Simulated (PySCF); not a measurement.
# CCSD(T)/STO-6G run of BH4O− (SMILES [BH3-]O)

What is the energy change on altering one bond length of BH4O− at CCSD(T)/STO-6G? Input form: a Python script.

The calculation is run with PySCF 2.14.0.

7 further runs of the same task are left out: 7 set aside as unsound or not needed.

## Step 1: The molecule

The species is BH4O− (6 atoms), meant as a singlet with charge -1. SMILES: `[BH3-]O`. The coordinates come from a GFN2-xTB relaxation.

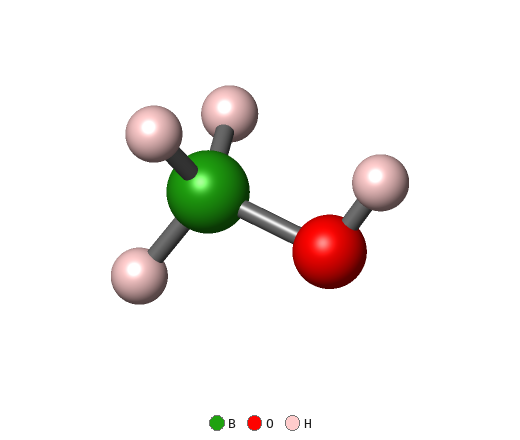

Viewed from a chosen angle; boron green, oxygen red, hydrogen pink.

## Step 2: A single-point energy at CCSD(T)/STO-6G

The input, job.py:

```python
from pyscf import gto, cc

system = gto.M(
    atom='''
B       -0.074670      -0.173680      -0.316420
O       -0.013550       1.016190       0.603980
H        1.062740      -0.650510      -0.499740
H       -0.542300       0.195170      -1.379270
H       -0.789000      -1.072510       0.169030
H        0.356770       0.685330       1.422430
''',
    spin=0,
    max_memory=1860,
    charge=-1,
    basis='sto-6g',
    verbose=4,
)

mf = system.RHF()
mf.conv_tol = 1e-10
mf.kernel()
if not mf.converged:
    mf = mf.newton().run(mf.mo_coeff, mf.mo_occ)

mycc = cc.CCSD(mf, frozen=2)
mycc.kernel()
e_t = mycc.ccsd_t()
e_tot = mycc.e_tot + e_t
print('Final energy', e_tot)
```

The run is started by

```sh
$ OMP_NUM_THREADS=1 python job.py
```

The program printed:

```text
PySCF version 2.14.0

[... 56 lines left out ...]
converged SCF energy = -101.390066211639
[... 12 lines left out ...]
Init t2, MP2 energy = -101.465815659223  E_corr(MP2) -0.0757494475836644
[... 10 lines left out ...]
CCSD converged
[... 2 lines left out ...]
Final energy -101.49444612353146
```

Wall time 0.93 s (1 thread of Arm Neoverse V1, shared host); peak memory 0.12 GiB.

## Step 3: The distorted shape, same level

The input, input.py:

```python
from pyscf import gto, cc

system = gto.M(
    atom='''
B       -0.643376       0.064735      -0.224760
O       -0.582256       1.254605       0.695640
H        1.062740      -0.650510      -0.499740
H       -1.111006       0.433585      -1.287610
H       -1.357706      -0.834095       0.260690
H       -0.211936       0.923745       1.514090
''',
    verbose=3,
    charge=-1,
    basis='sto-6g',
    max_memory=1860,
)

mf = system.RHF()
mf.conv_tol = 1e-10
mf.kernel()
if not mf.converged:
    mf = mf.newton().run(mf.mo_coeff, mf.mo_occ)

mycc = cc.CCSD(mf, frozen=2)
mycc.kernel()
e_t = mycc.ccsd_t()
e_tot = mycc.e_tot + e_t
print('E = %.10f Eh' % e_tot)
```

The run is started by

```sh
$ OMP_NUM_THREADS=1 python input.py
```

The program printed:

```text
converged SCF energy = -101.281956702759
E(CCSD) = -101.4083041737281  E_corr = -0.1263474709687827
CCSD(T) correction = -0.00181307502985216
E = -101.4101172488 Eh
```

Run time: 0.92 s. Hardware: 1 thread of Arm Neoverse V1, shared host; peak memory 0.12 GiB.

## Step 4: Outcome

At CCSD(T)/STO-6G, 2 core orbitals frozen:

```
                                                              quantity          value
                                             first shape: total energy  -101.49445 Eh
                      first shape: HOMO energy (Hartree–Fock orbitals)       -0.55 eV
                      first shape: LUMO energy (Hartree–Fock orbitals)       24.64 eV
    first shape: HOMO–LUMO gap (to an unbound level, set by the basis)       25.19 eV
              first shape: correlation energy (2 core orbitals frozen)     -104.4 mEh
                                           first shape: (T) correction      -0.85 mEh
                                            first shape: T1 diagnostic          0.007
                                         distorted shape: total energy  -101.41012 Eh
                  distorted shape: HOMO energy (Hartree–Fock orbitals)        0.66 eV
                  distorted shape: LUMO energy (Hartree–Fock orbitals)       18.17 eV
distorted shape: HOMO–LUMO gap (to an unbound level, set by the basis)       17.50 eV
          distorted shape: correlation energy (2 core orbitals frozen)     -128.2 mEh
                                       distorted shape: (T) correction      -1.81 mEh
                                        distorted shape: T1 diagnostic          0.015
     energy change with the B1–H3 bond stretched from 1.247 to 1.870 Å       2.295 eV
```

In words: With the B1–H3 bond stretched from 1.247 to 1.870 Å the energy rises by 2.29 eV (221 kJ/mol). The first shape isn't relaxed at this level, so the change isn't measured from a minimum. The minimal basis adds a large error of its own. Mulliken charges (first shape) of the mean-field density run from -0.46 on O2 to +0.08 on H6; they depend strongly on the basis. The triples (first shape) make up 0.8 % of the correlation energy. Mulliken charges (distorted shape) of the mean-field density run from -0.45 on O2 to +0.15 on B1. The triples (distorted shape) make up 1.4 % of the correlation energy. The HOMO (distorted shape) lies at positive energy, 0.66 eV: the electron is unbound at this level or held by a compact basis; values depend on the basis.
